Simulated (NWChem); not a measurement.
# CH6Al− (SMILES [CH3][AlH3-]): levels of theory compared

We compute a comparison of 5 runs (HF/3-21G, HF/cc-pVDZ, HF/6-311G**, PBE0/def2-SVP, SVWN5/pcseg-1) of CH6Al−. 

The calculation is run with NWChem 7.3.0.

## (1) The system as given

CH6Al− has 8 atoms, charge -1, and is taken as a singlet. SMILES: `[CH3][AlH3-]`. Geometry: a GFN2-xTB relaxation, a rough one for these elements and not checked as a minimum.

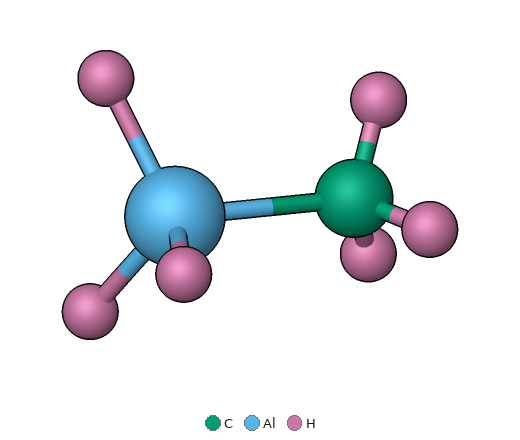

The structure, seen from a chosen angle (carbon teal, aluminium blue, hydrogen pink).

## (2) Energy and forces at HF/3-21G (run 1)

Input file ch6al.nw:

```
start ch6al
title "CH6Al"
memory total 2200 mb
charge -1

geometry units angstroms noautosym nocenter noautoz
   C       -0.185370       0.110880      -1.047660
   Al       0.169610      -0.101930       0.963040
   H       -0.521810      -0.816370      -1.536220
   H        0.700640       0.430360      -1.617480
   H       -0.960790       0.856480      -1.281010
   H       -0.795660       0.899680       1.806550
   H        1.722010       0.255820       1.292680
   H       -0.128620      -1.634930       1.420110
end

basis spherical bse
   * library 3-21G
end

scf
   thresh 1e-08
   maxiter 80
   print medium
end

task scf gradient
```

Run with:

```bash
$ nwchem ch6al.nw > ch6al.out
```

The program printed:

```text
[...]
  functions       =    34
[...]
  wavefunction    = RHF
[...]
         Total SCF energy =   -281.709519310208
      One-electron energy =   -504.978493710148
      Two-electron energy =    168.134482733902
 Nuclear repulsion energy =     55.134491666039
        Time for solution =      0.5s
[...]
                         RHF ENERGY GRADIENTS
    atom               coordinates                        gradient
                 x          y          z           x          y          z
   1 C      -0.350299   0.209533  -1.979790    0.003145  -0.002030   0.018531
   2 Al      0.320516  -0.192620   1.819882    0.001736  -0.000872   0.009642
   3 H      -0.986078  -1.542716  -2.903035   -0.001625  -0.001949  -0.005728
   4 H       1.324018   0.813262  -3.056594    0.001552   0.001307  -0.005867
   5 H      -1.815630   1.618513  -2.420758   -0.002762   0.002430  -0.005025
   6 H      -1.503579   1.700149   3.413884    0.005615  -0.005880  -0.005633
   7 H       3.254127   0.483430   2.442811   -0.009316  -0.002076  -0.002593
   8 H      -0.243057  -3.089570   2.683619    0.001655   0.009068  -0.003327
[...]
```

It took 1.2 s on 1 thread of Intel Xeon Platinum 8375C at 2.90GHz (Ice Lake), shared host; peak memory 0.099 GiB.

## (3) Energy and gradient at HF/cc-pVDZ (run 2)

Input file ch6al.xyz:

```xyz
8

C     -0.185370     0.110880    -1.047660
Al     0.169610    -0.101930     0.963040
H     -0.521810    -0.816370    -1.536220
H      0.700640     0.430360    -1.617480
H     -0.960790     0.856480    -1.281010
H     -0.795660     0.899680     1.806550
H      1.722010     0.255820     1.292680
H     -0.128620    -1.634930     1.420110
```

Input file ch6al.nw:

```
start ch6al
memory stack 880 mb heap 220 mb global 1100 mb
charge -1

geometry noautosym nocenter noautoz
load format xyz ch6al.xyz
end

basis "ao basis" spherical bse
* library cc-pVDZ
end

scf
thresh 1e-08
maxiter 80
end

task scf gradient
```

Run with:

```bash
$ nwchem ch6al.nw > ch6al.out
```

The program printed:

```text
[...]
  functions       =    62
[...]
  wavefunction    = RHF
[...]
         Total SCF energy =   -283.271064457045
      One-electron energy =   -506.787259879079
      Two-electron energy =    168.381703755996
 Nuclear repulsion energy =     55.134491666039
        Time for solution =     11.9s
[...]
                         RHF ENERGY GRADIENTS
    atom               coordinates                        gradient
                 x          y          z           x          y          z
   1 C      -0.350299   0.209533  -1.979790    0.001464  -0.000992   0.008864
   2 Al      0.320516  -0.192620   1.819882    0.000632  -0.000230   0.003459
   3 H      -0.986078  -1.542716  -2.903035    0.000112   0.001801  -0.001873
   4 H       1.324018   0.813262  -3.056594   -0.001896  -0.000237  -0.001686
   5 H      -1.815630   1.618513  -2.420758    0.000839  -0.000929  -0.002259
   6 H      -1.503579   1.700149   3.413884    0.004156  -0.004305  -0.003452
   7 H       3.254127   0.483430   2.442811   -0.006609  -0.001566  -0.001265
   8 H      -0.243057  -3.089570   2.683619    0.001302   0.006458  -0.001788
[...]
```

It took 17 s on 1 thread of Intel Xeon Platinum 8375C at 2.90GHz (Ice Lake), shared host; peak memory 0.1 GiB.

Run 3 isn't shown in full; the table further down has it.

## (4) Energy and forces at PBE0/def2-SVP (run 4)

Input file ch6al.nw:

```
start ch6al
title "CH6Al"
memory 2200 mb
charge -1

geometry units bohr noautosym nocenter noautoz
 C     -0.35029853     0.20953283    -1.97979047
 Al     0.32051645    -0.19261978     1.81988185
 H     -0.98607799    -1.54271572    -2.90303507
 H      1.32401771     0.81326253    -3.05659421
 H     -1.81562996     1.61851263    -2.42075806
 H     -1.50357949     1.70014880     3.41388473
 H      3.25412728     0.48342974     2.44281117
 H     -0.24305657    -3.08956993     2.68361897
end

basis spherical bse
 * library def2-SVP
end

dft
 xc pbe0
 mult 1
 grid xfine
 convergence energy 1e-08
 maxiter 100
 mulliken
end

task dft gradient
```

Run with:

```bash
$ nwchem ch6al.nw > ch6al.out
```

The program printed:

```text
[...]
          Wavefunction type:  closed shell.
          No. of atoms     :     8
          No. of electrons :    26
[...]
          Charge           :    -1
          Spin multiplicity:     1
[...]
          AO basis - number of functions:    62
[...]
              XC Information
              --------------
                         PBE0 Method XC Functional
                     Hartree-Fock (Exact) Exchange  0.250
          PerdewBurkeErnzerhof Exchange Functional  0.750
            Perdew 1991 LDA Correlation Functional  1.000 local
           PerdewBurkeErnz. Correlation Functional  1.000 non-local
[...]
 d= 0,ls=0.0,diis     1   -283.8080126092 -3.39D+02  1.78D-02  4.84D-01     2.2
[...]
 d= 0,ls=0.0,diis     8   -283.8796995381 -9.99D-11  2.30D-07  1.11D-10    14.8
         Total DFT energy =     -283.879699538059
      One electron energy =     -506.911492223115
           Coulomb energy =      194.204933331655
    Exchange-Corr. energy =      -26.307628350618
 Nuclear repulsion energy =       55.134487704019
[...]
      Total Density - Mulliken Population Analysis
     ---------------------------------------------
    Atom       Charge   Shell Charges
 -----------   ------   -------------------------------------------------------
    1 C    6     6.41   1.99  0.88  0.34  2.06  1.13  0.02
    2 Al  13    12.70   2.00  1.98  0.79  0.24  5.92  0.87  0.74  0.14
    3 H    1     1.01   0.73  0.25  0.03
    4 H    1     1.01   0.73  0.25  0.03
    5 H    1     1.01   0.73  0.25  0.03
    6 H    1     1.29   0.71  0.58  0.00
    7 H    1     1.29   0.71  0.58  0.00
    8 H    1     1.29   0.71  0.58  0.00
[...]
  wavefunction    = closed shell
[...]
```

It took 19 s on 1 thread of Intel Xeon Platinum 8375C at 2.90GHz (Ice Lake), shared host; peak memory 0.14 GiB.

## (5) Energy and gradient at SVWN5/pcseg-1 (run 5)

Input file job.nw:

```
start job
memory stack 880 mb heap 220 mb global 1100 mb
charge -1

geometry units angstrom noautosym nocenter noautoz
  C       -0.185370       0.110880      -1.047660
  Al       0.169610      -0.101930       0.963040
  H       -0.521810      -0.816370      -1.536220
  H        0.700640       0.430360      -1.617480
  H       -0.960790       0.856480      -1.281010
  H       -0.795660       0.899680       1.806550
  H        1.722010       0.255820       1.292680
  H       -0.128620      -1.634930       1.420110
end

basis spherical bse
  * library pcseg-1
end

dft
  xc slater vwn_5
  grid xfine
  convergence energy 1e-08
  maxiter 100
  mulliken
end

task dft gradient
```

Run with:

```bash
$ nwchem job.nw > job.out
```

The program printed:

```text
[...]
          Wavefunction type:  closed shell.
          No. of atoms     :     8
          No. of electrons :    26
[...]
          Charge           :    -1
          Spin multiplicity:     1
[...]
          AO basis - number of functions:    62
[...]
              XC Information
              --------------
                        Slater Exchange Functional  1.000 local
                      VWN V Correlation Functional  1.000 local
[...]
 d= 0,ls=0.0,diis     1   -282.5880854411 -3.38D+02  2.59D-02  4.67D-01     1.4
[...]
 d= 0,ls=0.0,diis     8   -282.6629499755  3.34D-10  1.05D-06  4.90D-09     6.8
         Total DFT energy =     -282.662949975481
      One electron energy =     -506.915806056063
           Coulomb energy =      194.053272382434
    Exchange-Corr. energy =      -24.934907967891
 Nuclear repulsion energy =       55.134491666039
[...]
  wavefunction    = closed shell
                         DFT ENERGY GRADIENTS
    atom               coordinates                        gradient
                 x          y          z           x          y          z
   1 C      -0.350299   0.209533  -1.979790   -0.001169   0.000618  -0.006193
   2 Al      0.320516  -0.192620   1.819882    0.002151  -0.001151   0.012033
   3 H      -0.986078  -1.542716  -2.903035    0.002246   0.008111   0.000718
   4 H       1.324018   0.813262  -3.056594   -0.007976  -0.002311   0.001441
   5 H      -1.815630   1.618513  -2.420758    0.005924  -0.005872  -0.001389
   6 H      -1.503579   1.700149   3.413884    0.003987  -0.004137  -0.003443
   7 H       3.254127   0.483430   2.442811   -0.006393  -0.001493  -0.001331
   8 H      -0.243057  -3.089570   2.683619    0.001230   0.006235  -0.001835
[...]
```

It took 9.9 s on 1 thread of Intel Xeon Platinum 8375C at 2.90GHz (Ice Lake), shared host; peak memory 0.14 GiB.

## (6) The series

```
run          level  iteration cap  module  energy (Eh)  HOMO energy (eV)  LUMO energy (eV)  HOMO–LUMO gap (eV)  wall time
  1       HF/3-21G             80     scf  -281.709519             -4.96              9.19               14.15      1.2 s
  2     HF/cc-pVDZ             80     scf  -283.271064             -5.12              8.58               13.70       17 s
  3    HF/6-311G**             80     scf  -283.291144             -5.26              6.91               12.17        9 s
  4  PBE0/def2-SVP            100     dft  -283.879700             -2.00              6.08                8.08       19 s
  5  SVWN5/pcseg-1            100     dft  -282.662950             -0.91              4.55                5.46      9.9 s
```

## (7) What came out

| quantity | value |
| --- | --- |
| run 5: total energy | -282.66295 Eh |
| run 5: HOMO energy | -0.91 eV |
| run 5: LUMO energy | 4.55 eV |
| run 5: HOMO–LUMO gap (to an unbound level, set by the basis) | 5.46 eV |
| run 5: largest force on an atom | 0.631 eV/Å |

**Reading.** The HOMO–LUMO gap runs from 5.46 eV (SVWN5/pcseg-1) to 14.15 eV (HF/3-21G). The two ends differ in method and basis. The empty levels of an anion lie above zero and hang on the basis. Totals of different functionals can't be ranked against each other. All runs together took 56 s, the longest 19 s.
